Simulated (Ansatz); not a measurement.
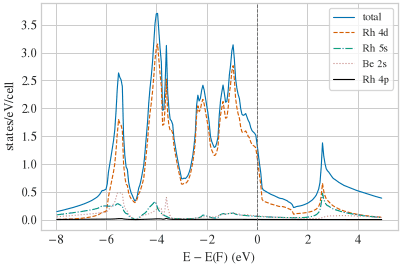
Total and projected density of states of BeRh (CsCl type, Pm-3m), the program Ansatz at the LDA level (PAW)

Q: Which orbitals carry the states next to the Fermi level?

A: Within 0.5 eV of the Fermi level: Rh 4d 80 %, Be 2s 6 %, outside the projected shells 9 %. Projections are on Löwdin-orthogonalised atomic valence shells; empty p or d shells of many metals are not among them.

Q: Where is the tallest occupied peak in this window, and what makes it?

A: Near -3.9 eV, about 3.7 states/eV per cell; the largest projected share is Rh 4d.

The workflow started from a Materials Project entry (that database holds measured and hypothetical structures alike); the Crystallography Open Database copy checked does not list it. With Be and Rh taken as one species the cell has the higher symmetry Im-3m, so it may be an ordered model of a mixed-site phase. Whether it is the stable phase at ambient conditions was not checked. Symmetry was held in the LDA relaxation; of distortions, only those at the zone centre were tested. The run is not spin-polarised. Spin–orbit coupling is left out wherever it is not named.

Potentials: the later of the program's two PAW sets.
